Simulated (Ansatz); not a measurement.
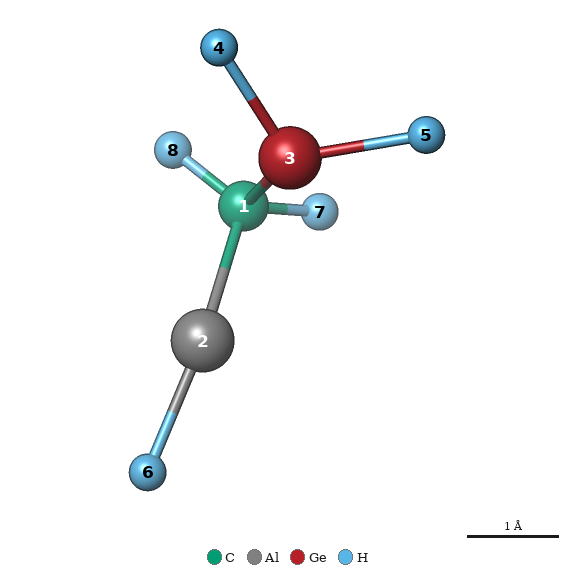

Orthographic view. Atoms fade into the background with distance from the viewer. Computed geometry: PBE0-D4/def2-TZVP optimisation. No frequency run is at hand to confirm it as a minimum.

Write the connection table.

C1: Al2, Ge3, H7, H8
Al2: C1, H6
Ge3: C1, H4, H5
H4: Ge3
H5: Ge3
H6: Al2
H7: C1
H8: C1
